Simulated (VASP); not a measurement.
Consider the following.

```yaml
crystal:
  lattice:
    - [0.00000, 2.41909, 2.41909]
    - [2.41909, 0.00000, 2.41909]
    - [2.41909, 2.41909, 0.00000]
  atoms:
    - { symbol: Tm, position: [0.00000, 0.00000, 0.00000] }
```

Level of theory: PBEsol GGA, VASP's PBE PAW potentials (set 64) (plane waves; VASP 6.6.1). Run with 400 eV cut-off, 15×15×15 Γ-centred mesh, tetrahedra with Blöchl corrections, potentials Tm_3.

The 4f electrons are frozen in the core of the lanthanide potential, so 4f levels, which can set the real gap, and their magnetism are missing.

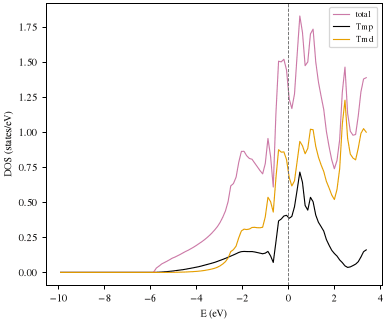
Total and projected density of states, zero at the Fermi level

Within 2 eV below the Fermi level the largest weight inside VASP's projection spheres is Tm d, then Tm p.

It has no gap at this level: it comes out as a metal or semimetal.

The structure was generated: Tm was put into the fcc type (Fm-3m), which need not be its known phase. It was relaxed first, which changed the volume by -6 %.
